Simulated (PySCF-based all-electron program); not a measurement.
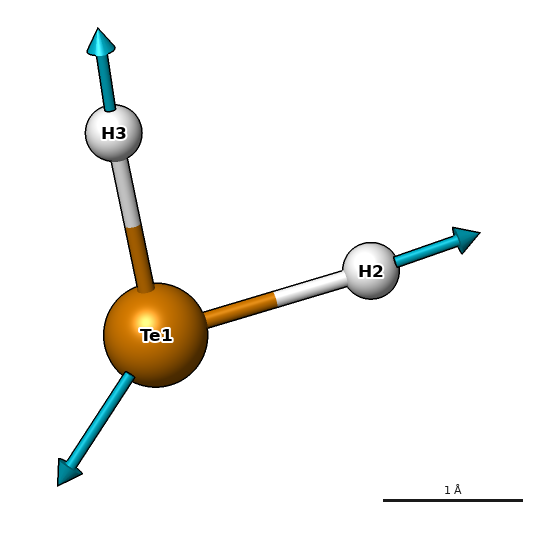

Arrows show the forces on the atoms, 6 Å of arrow for 1 eV/Å; forces under a tenth of the largest aren't drawn. Level of theory: r2SCAN, all-electron, scalar-relativistic (Koelling-Harmon), large uncontracted Gaussian sets (PySCF-based all-electron program).

Question: On which atom is the force largest, and how large is it?

Answer: On Te1: 0.16 eV/Å.

List the force components in the frame of the picture (x right, y up, z towards the viewer), in eV/Å.

```csv
atom,Fx,Fy,Fz
Te1,−0.09,−0.14,−0.03
H2,0.10,0.04,−0.02
H3,−0.02,0.10,0.05
```
